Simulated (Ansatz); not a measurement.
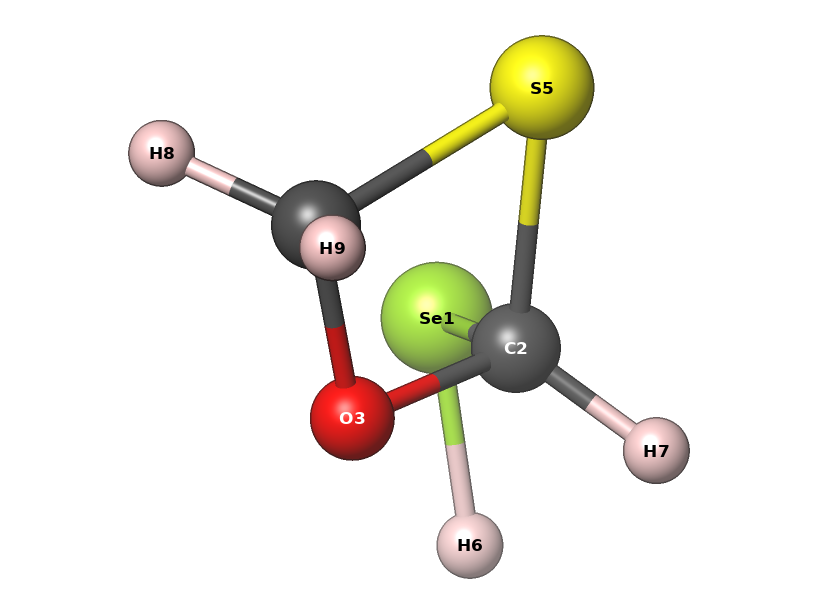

Se1 lies behind C2. The molecule seen a little off the C2–Se1 bond, C2 in front. Distant atoms are faded towards the background colour. The geometry was computed by an optimisation with PBE0-D4/def2-TZVP. No frequency run is at hand to confirm it as a minimum.

Q: What is the torsion angle S5–C2–Se1–H6? The sign is positive where the front bond must turn clockwise to cover the back bond.

A: 170°, antiperiplanar (anti).
